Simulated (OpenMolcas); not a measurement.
Run report: Mo³⁺ complex, multiconfigurational calculation

System: Mo³⁺ with 8 ligands (F; cube, 2.212 Å), embedded in CaF2 by model potentials and point charges, whose field is part of the energies.
Method: state-averaged CASSCF, active space 3 electrons in the shell 4d, basis ANO-RCC-VTZP on the metal and ANO-RCC-VDZP on the ligands, DKH2 scalar Hamiltonian, spin-orbit coupling by RASSI with atomic mean-field integrals (OpenMolcas).

**Key numbers**

- outcome: converged
- energy of the lowest spin-free term: −4844.13139 hartree
- energy of the lowest spin-orbit level: −4844.13722 hartree
- largest spread among components of a term: 0.0 cm⁻¹
- hardware: 1 thread of Arm Neoverse V2, 24 GiB of memory available, shared host
- wall time: 37 s
- peak memory: 0.4 GiB

**Notes**

Without dynamic correlation the splittings between terms come out too large, often by 20 to 50 %. To bear in mind: the geometry is set by hand, with no relaxation.

**Input file**
```
&GATEWAY
Basis set
Mo.ANO-RCC-VTZP.
Mo1 0.0 0.0 0.0 Angstrom
End of basis
Basis set
F.ANO-RCC-VDZP.
L1 1.277099 1.277099 1.277099 Angstrom
L2 1.277099 1.277099 -1.277099 Angstrom
L3 1.277099 -1.277099 1.277099 Angstrom
L4 1.277099 -1.277099 -1.277099 Angstrom
End of basis
Basis set
Ca.EMB-AIMP.Pascual.0s.0s.ECP.CaF2.
PseudoCharge
* 21 symmetry-unique lattice sites within 7.6 angstrom
End of basis
Basis set
F.EMB-AIMP.Pascual.0s.0s.ECP.CaF2.
PseudoCharge
* 40 symmetry-unique lattice sites within 7.6 angstrom
End of basis
Symmetry
XYZ
AngMom=0.0 0.0 0.0
AMFI
RICD
XField
1348 Angstrom 0
* Evjen-weighted lattice charges
&SEWARD
&RASSCF
FileOrb=start.orb
Symmetry=1
Spin=4
nActEl=3 0 0
Inactive=29 29
Ras2=5 0
CIRoot=10 10 1
SDav=10
CIMx=300
Iter=150 100
PrWF=0.3
OrbListing=Nothing
MaxOrb=0
LevShft=1.0
>>> COPY $Project.JobIph JOB001
&RASSCF
FileOrb=start.orb
Symmetry=1
Spin=2
nActEl=3 0 0
Inactive=29 29
Ras2=5 0
CIRoot=40 40 1
SDav=40
CIMx=300
Iter=150 100
PrWF=0.3
OrbListing=Nothing
MaxOrb=0
LevShft=1.0
>>> COPY $Project.JobIph JOB002
&RASSI
NrOfJobIphs=2 10 40
1 2 3 4 5 6 7 8 9 10
1 2 3 4 5 6 7 8 9 10 11 12 13 14 15 16 17 18 19 20 21 22 23 24 25 26 27
28 29 30 31 32 33 34 35 36 37 38 39 40
IphNames
JOB001
JOB002
EJob
SpinOrbit
DIPRint=1.0
SOCoupling=1000.0
Subsets=2
Property=9
'ANGMOM' 1 'ANGMOM' 2 'ANGMOM' 3 'MLTPL  1' 1 'MLTPL  1' 2 'MLTPL  1' 3
'AMFI' 1 'AMFI' 2 'AMFI' 3
SOProperty=3
'ANGMOM' 1 'ANGMOM' 2 'ANGMOM' 3
```

The file start.orb holds starting orbitals from an earlier step. A driver script formed the levels outside the program, from RASSI's spin-orbit matrix and the active-space energies, averaged over the components of each term or state.

Command:
```bash
OMP_NUM_THREADS=1 MOLCAS_MEM=2457 MOLCAS_PROJECT=a pymolcas a.inp > a.log  # once for each step of the input, in one work folder
```

**The program's output (extracts)**
```
--- SEWARD ---
Basis set label: MO.ANO-RCC...7S6P4D2F1G.

      Electronic valence basis set:
      ------------------
      Associated Effective Charge  42.000000 au
      Associated Actual Charge     42.000000 au
      Nuclear Model: Point charge

      Shell  nPrim  nBasis  Cartesian Spherical Contaminant
         s      21       7        X
         p      18       6        X
         d      13       4                 X
         f       6       2                 X
         g       4       1                 X
                  Relativistic Douglas-Kroll-Hess integrals:
                    - DKH order of Hamiltonian: 2
                    - DKH order of Properties : 0
                  Atomic mean-field integrals
--- RASSCF ---
Wave function specifications:
      -----------------------------

      Number of closed shell electrons         116
      Number of electrons in active shells       3
      Max number of holes in RAS1 space          0
      Max nr of electrons in RAS3 space          0
      Number of inactive orbitals               58
      Number of active orbitals                  5
      Number of secondary orbitals             117
      Spin quantum number                      1.5
      State symmetry                             1
Orbital specifications:
      -----------------------

      Symmetry species                           1   2
                                                ag  au
      Frozen orbitals                            0   0
      Inactive orbitals                         29  29
      Active orbitals                            5   0
      RAS1 orbitals                              0   0
      RAS2 orbitals                              5   0
      RAS3 orbitals                              0   0
      Secondary orbitals                        58  59
      Deleted orbitals                           0   0
      Number of basis functions                 92  88
      Number of CSFs                            10
      Number of root(s) required                10
      Iter CI   SX   CI       RASSCF       Energy    max ROT     max BLB   max BLB  Level Ln srch  Step   QN
          iter iter root      energy       change     param      element    value   shift minimum  type update
 Nr of preliminary CI iterations:   1
      Total energies have been shifted. Add                -4000.00 au
        1   1   11    0  -843.07246639    0.00E+00  -9.61E-02   11  57 1 -2.90E-01*  0.81   0.00    SX    NO
        2   1   12    0  -843.95466416   -8.82E-01* -5.43E-02   30  36 1  5.28E-02*  0.55   0.00    SX    NO
        3   1   11    0  -844.05205935   -9.74E-02* -8.65E-03    9  49 2  2.74E-02*  0.62   0.00    SX    NO
        4   1   10    0  -844.06527002   -1.32E-02*  4.40E-03   19  39 2  8.30E-03*  0.63   0.00    SX    NO
        5   1   10    0  -844.06819985   -2.93E-03*  4.06E-03   19  39 2  4.64E-03*  0.63   1.98    LS   YES
        6   1   10    0  -844.06914729   -9.47E-04* -3.52E-03   34  40 1 -2.74E-03*  0.64   1.06    QN   YES
        7   1    9    0  -844.06930637   -1.59E-04* -1.70E-03    9  56 1  1.73E-03*  0.64   1.22    QN   YES
        8   1    8    0  -844.06933572   -2.93E-05* -3.58E-04    9  49 2 -3.89E-04*  0.64   1.28    QN   YES
        9   1    7    0  -844.06933925   -3.54E-06* -1.11E-04   14  32 1  1.16E-04*  0.64   1.24    QN   YES
       10   1    7    0  -844.06933974   -4.88E-07* -7.07E-05    8  48 2  8.57E-05   0.64   1.33    QN   YES
       11   1    6    0  -844.06933981   -7.14E-08* -2.27E-05    9  49 2  1.94E-05   0.64   1.15    QN   YES
       12   1    5    0  -844.06933982   -4.46E-09  -5.73E-06    9  39 2 -4.86E-06   0.64   1.28    QN   YES
      Convergence after 12 iterations
       13   1    5    0  -844.06933982   -5.56E-10  -5.73E-06    7  47 2 -2.08E-06   0.64   1.28    QN   YES
      Natural orbitals and occupation numbers for root  1
      sym 1:   0.002300   0.002300   1.000000   0.997700   0.997700
      Natural orbitals and occupation numbers for root  2
      sym 1:   0.981402   0.018598   1.000000   0.018598   0.981402
      Natural orbitals and occupation numbers for root  3
      sym 1:   0.008683   0.991317   1.000000   0.008683   0.991317
::    RASSCF root number  1 Total energy:  -4844.13138804
::    RASSCF root number  2 Total energy:  -4844.13138804
::    RASSCF root number  3 Total energy:  -4844.13138804
::    RASSCF root number  4 Total energy:  -4844.07162649
::    RASSCF root number  5 Total energy:  -4844.07162649
::    RASSCF root number  6 Total energy:  -4844.07162649
::    RASSCF root number  7 Total energy:  -4844.02615505
::    RASSCF root number  8 Total energy:  -4844.02615505
::    RASSCF root number  9 Total energy:  -4844.02615505
::    RASSCF root number 10 Total energy:  -4844.00588943
--- RASSCF ---
Wave function specifications:
      -----------------------------

      Number of closed shell electrons         116
      Number of electrons in active shells       3
      Max number of holes in RAS1 space          0
      Max nr of electrons in RAS3 space          0
      Number of inactive orbitals               58
      Number of active orbitals                  5
      Number of secondary orbitals             117
      Spin quantum number                      0.5
      State symmetry                             1
Orbital specifications:
      -----------------------

      Symmetry species                           1   2
                                                ag  au
      Frozen orbitals                            0   0
      Inactive orbitals                         29  29
      Active orbitals                            5   0
      RAS1 orbitals                              0   0
      RAS2 orbitals                              5   0
      RAS3 orbitals                              0   0
      Secondary orbitals                        58  59
      Deleted orbitals                           0   0
      Number of basis functions                 92  88
      Number of CSFs                            40
      Number of root(s) required                40
      Iter CI   SX   CI       RASSCF       Energy    max ROT     max BLB   max BLB  Level Ln srch  Step   QN
          iter iter root      energy       change     param      element    value   shift minimum  type update
 Nr of preliminary CI iterations:   1
      Total energies have been shifted. Add                -4000.00 au
        1   1   10    0  -843.99047414    0.00E+00  -8.29E-03   34  40 1 -6.59E-03*  0.62   0.00    SX    NO
        2   1   10    0  -843.99107385   -6.00E-04*  3.29E-03   23  30 1  3.29E-03*  0.62   0.00    SX    NO
        3   1    9    0  -843.99120801   -1.34E-04*  1.69E-03   23  30 1  1.77E-03*  0.62   0.00    SX    NO
        4   1    9    0  -843.99124326   -3.53E-05*  8.18E-04   23  30 1  9.94E-04*  0.62   0.00    SX    NO
        5   1    8    0  -843.99125310   -9.84E-06*  9.32E-04   23  30 1  5.39E-04*  0.62   2.15    LS   YES
        6   1    7    0  -843.99125702   -3.92E-06* -4.17E-05   13  56 1 -1.37E-04*  0.62   1.01    QN   YES
        7   1    7    0  -843.99125712   -9.52E-08* -2.68E-05   25  30 1  3.78E-05   0.62   1.64    LS   YES
        8   1    6    0  -843.99125713   -1.73E-08* -2.53E-05   13  56 1  6.21E-05   0.62   1.00    QN   YES
        9   1    5    0  -843.99125715   -1.14E-08* -6.29E-06   19  34 1  9.78E-06   0.62   1.04    QN   YES
       10   1    5    0  -843.99125715   -9.07E-10   5.99E-06   19  34 1  5.17E-06   0.62   2.29    QN   YES
      Convergence after 10 iterations
       11   1    5    0  -843.99125715   -3.08E-10   5.99E-06   18  35 1  1.49E-06   0.62   2.29    QN   YES
      Natural orbitals and occupation numbers for root  1
      sym 1:   1.949848   0.016077   0.025448   0.998409   0.010218
      Natural orbitals and occupation numbers for root  2
      sym 1:   0.009048   0.018419   0.998409   1.949848   0.024277
      Natural orbitals and occupation numbers for root  3
      sym 1:   0.994085   0.791736   0.153852   0.997914   0.062414
::    RASSCF root number  1 Total energy:  -4844.13061147
::    RASSCF root number  2 Total energy:  -4844.13061147
::    RASSCF root number  3 Total energy:  -4844.07324589
::    RASSCF root number  4 Total energy:  -4844.07324589
::    RASSCF root number  5 Total energy:  -4844.07324589
::    RASSCF root number  6 Total energy:  -4844.07092940
::    RASSCF root number  7 Total energy:  -4844.07092940
::    RASSCF root number  8 Total energy:  -4844.07092940
::    RASSCF root number  9 Total energy:  -4844.05264073
::    RASSCF root number 10 Total energy:  -4844.05264073
::    RASSCF root number 11 Total energy:  -4844.05264073
::    RASSCF root number 12 Total energy:  -4844.01762877
::    RASSCF root number 13 Total energy:  -4844.01762877
::    RASSCF root number 14 Total energy:  -4844.01762877
::    RASSCF root number 15 Total energy:  -4844.01554614
::    RASSCF root number 16 Total energy:  -4844.00314672
::    RASSCF root number 17 Total energy:  -4844.00314672
::    RASSCF root number 18 Total energy:  -4844.00314672
::    RASSCF root number 19 Total energy:  -4843.99521988
::    RASSCF root number 20 Total energy:  -4843.99521988
::    RASSCF root number 21 Total energy:  -4843.98371727
::    RASSCF root number 22 Total energy:  -4843.98371727
::    RASSCF root number 23 Total energy:  -4843.98371727
::    RASSCF root number 24 Total energy:  -4843.97441377
::    RASSCF root number 25 Total energy:  -4843.97441377
::    RASSCF root number 26 Total energy:  -4843.97441377
::    RASSCF root number 27 Total energy:  -4843.97068321
::    RASSCF root number 28 Total energy:  -4843.97068321
::    RASSCF root number 29 Total energy:  -4843.97068321
::    RASSCF root number 30 Total energy:  -4843.94927112
--- RASSI ---
SPIN-FREE ENERGIES:
  (Shifted by EMIN (a.u.) =      -4844.1313880434)

 SF State       Relative EMIN(au)   Rel lowest level(eV)    D:o, cm**(-1)

     1             0.0000000000        0.0000000000              0.0000
     2             0.0000000000        0.0000000000              0.0000
     3             0.0000000000        0.0000000000              0.0000
    11             0.0007765718        0.0211315963            170.4378
    12             0.0007765718        0.0211315963            170.4378
    13             0.0581421560        1.5821286654          12760.7283
    14             0.0581421560        1.5821286654          12760.7283
    15             0.0581421560        1.5821286654          12760.7283
     4             0.0597615540        1.6261947294          13116.1450
     5             0.0597615540        1.6261947294          13116.1450
     6             0.0597615540        1.6261947294          13116.1450
    16             0.0604586475        1.6451636100          13269.1394
    17             0.0604586475        1.6451636100          13269.1394
    18             0.0604586475        1.6451636100          13269.1394
    19             0.0787473095        2.1428234546          17283.0367
    20             0.0787473095        2.1428234546          17283.0367
    21             0.0787473095        2.1428234546          17283.0367
     7             0.1052329888        2.8635355048          23095.9714
     8             0.1052329888        2.8635355048          23095.9714
     9             0.1052329888        2.8635355048          23095.9714
    22             0.1137592690        3.0955474087          24967.2736
    23             0.1137592690        3.0955474087          24967.2736
    24             0.1137592690        3.0955474087          24967.2736
    25             0.1158418987        3.1522186480          25424.3580
    10             0.1254986142        3.4149912648          27543.7621
    26             0.1282413236        3.4896241903          28145.7172
    27             0.1282413236        3.4896241903          28145.7172
    28             0.1282413236        3.4896241903          28145.7172
    29             0.1361681667        3.7053245795          29885.4582
    30             0.1361681667        3.7053245795          29885.4582
    31             0.1476707755        4.0183265080          32409.9890
    32             0.1476707755        4.0183265080          32409.9890
    33             0.1476707755        4.0183265080          32409.9890
    34             0.1569742697        4.2714874832          34451.8700
    35             0.1569742697        4.2714874832          34451.8700
    36             0.1569742697        4.2714874832          34451.8700
    37             0.1607048293        4.3730011828          35270.6332
    38             0.1607048293        4.3730011828          35270.6332
    39             0.1607048293        4.3730011828          35270.6332
    40             0.1821169204        4.9556538622          39970.0440
Eigenvalues of complex Hamiltonian:
   -----------------------------------
  (Shifted by EMIN (a.u.) =      -4844.1313880434)

 SO State       Relative EMIN(au)   Rel lowest level(eV)    D:o, cm**(-1)

     1            -0.0058291189        0.0000000002              0.0000
     2            -0.0058291189        0.0000000002              0.0000
     3            -0.0058291190        0.0000000000              0.0000
     4            -0.0058291190        0.0000000000              0.0000
     5            -0.0025311522        0.0897422474            723.8200
     6            -0.0025311522        0.0897422474            723.8200
     7             0.0007794604        0.1798286044           1450.4155
     8             0.0007794604        0.1798286045           1450.4155
     9             0.0007794604        0.1798286044           1450.4155
    10             0.0007794604        0.1798286045           1450.4155
    11             0.0035878831        0.2562496799           2066.7931
    12             0.0035878831        0.2562496799           2066.7931
    13             0.0037292118        0.2600954308           2097.8111
    14             0.0037292118        0.2600954308           2097.8111
    15             0.0037292118        0.2600954311           2097.8111
    16             0.0037292118        0.2600954311           2097.8111
    17             0.0548299586        1.6506175885          13313.1287
    18             0.0548299586        1.6506175885          13313.1287
    19             0.0548299586        1.6506175891          13313.1287
    20             0.0548299586        1.6506175891          13313.1287
    21             0.0553620701        1.6650970804          13429.9137
    22             0.0553620701        1.6650970804          13429.9137
    23             0.0554911002        1.6686081669          13458.2325
    24             0.0554911002        1.6686081669          13458.2325
    25             0.0576005028        1.7260079378          13921.1929
    26             0.0576005028        1.7260079378          13921.1929
    27             0.0576005028        1.7260079382          13921.1929
    28             0.0576005028        1.7260079382          13921.1929
    29             0.0614275949        1.8301484195          14761.1425
    30             0.0614275949        1.8301484191          14761.1425
    31             0.0614275949        1.8301484195          14761.1425
    32             0.0614275949        1.8301484191          14761.1425
    33             0.0616665121        1.8366496869          14813.5787
    34             0.0616665121        1.8366496869          14813.5787
    35             0.0618081038        1.8405025932          14844.6545
    36             0.0618081038        1.8405025932          14844.6545
    37             0.0652787530        1.9349437691          15606.3740
    38             0.0652787530        1.9349437687          15606.3740
    39             0.0652787530        1.9349437691          15606.3740
    40             0.0652787530        1.9349437687          15606.3740
    41             0.0763270658        2.2355836750          18031.1984
Weights of the five most important spin-orbit-free states for each spin-orbit state.

 SO State  Total energy (au)           Spin-free states, spin, and weights
 -------------------------------------------------------------------------------------------------------
    1        -0.005829       2 1.5  0.2694    3 1.5  0.2492   11 0.5  0.1897    1 1.5  0.1479   12 0.5  0.1376
    2        -0.005829       2 1.5  0.2890    3 1.5  0.2317   11 0.5  0.1999    1 1.5  0.1459   12 0.5  0.1275
    3        -0.005829       1 1.5  0.2964    3 1.5  0.1977   12 0.5  0.1833    2 1.5  0.1725   11 0.5  0.1440
    4        -0.005829       1 1.5  0.2985    3 1.5  0.2102   12 0.5  0.2063    2 1.5  0.1579   11 0.5  0.1211
    5        -0.002531       3 1.5  0.3327    2 1.5  0.3327    1 1.5  0.3327    6 1.5  0.0003    5 1.5  0.0003
    6        -0.002531       3 1.5  0.3327    2 1.5  0.3327    1 1.5  0.3327    6 1.5  0.0003    5 1.5  0.0003
    7         0.000779       1 1.5  0.4343    2 1.5  0.2880    3 1.5  0.2049   11 0.5  0.0360   12 0.5  0.0317
    8         0.000779       3 1.5  0.4091    2 1.5  0.3362    1 1.5  0.1819   12 0.5  0.0365   11 0.5  0.0312
    9         0.000779       1 1.5  0.4369    2 1.5  0.2843    3 1.5  0.2060   11 0.5  0.0361   12 0.5  0.0316
   10         0.000779       3 1.5  0.4163    2 1.5  0.3278    1 1.5  0.1832   12 0.5  0.0356   11 0.5  0.0321
   11         0.003588       2 1.5  0.3320    3 1.5  0.3320    1 1.5  0.3320   25 0.5  0.0014   13 0.5  0.0003
   12         0.003588       2 1.5  0.3320    3 1.5  0.3320    1 1.5  0.3320   25 0.5  0.0014   13 0.5  0.0003
```

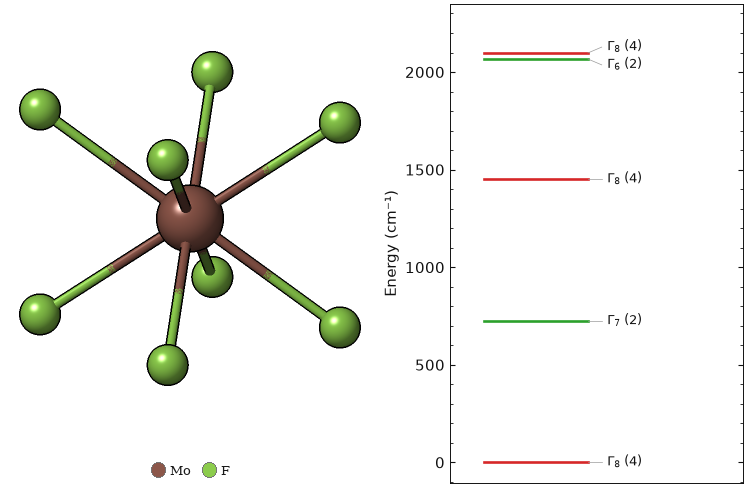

**Figure 1.** Mo³⁺ (4d³) as a dopant in CaF₂, a cluster with its 8 nearest F⁻ at 2.212 Å (cube) embedded in model potentials and point charges; the geometry was set, not optimised, and its levels. Labels give the representation in O, Td, D4 or D3 as the site allows (double group for half-integer spin) where it could be assigned and, in brackets, the degeneracy; spin-free states, where drawn, share the zero of the spin-orbit levels. The ground level is Γ₈, 4-fold degenerate, 67 % from states of spin multiplicity 4. The next level lies at 724 cm⁻¹ (Γ₇). The active orbitals hold 88 to 95 % metal character (Löwdin), and the Mulliken charge of the metal is +2.33.
